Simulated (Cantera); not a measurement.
A closed system holds: 1 mol Cu2O, 13 mol CO, 0.49 mol H2, at 24.0 mbar.

Equilibrium computed with Cantera from the NASA thermochemical tables; the gas is ideal and each condensed phase is pure. Candidate condensed phases: C, C6H6, C7H8, C8H18, Cu, CuO, Cu(OH)2, Cu2O, H2O; 113 gas species. Rates play no part.

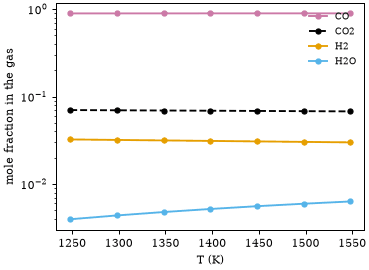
*Equilibrium gas composition (values under 1e-9 drawn at 1e-9)*

Task: Read off the mole fractions at 1498 K.

Result: CO about 0.90, CO2 about 0.068, H2 about 0.030, H2O about 0.0060.
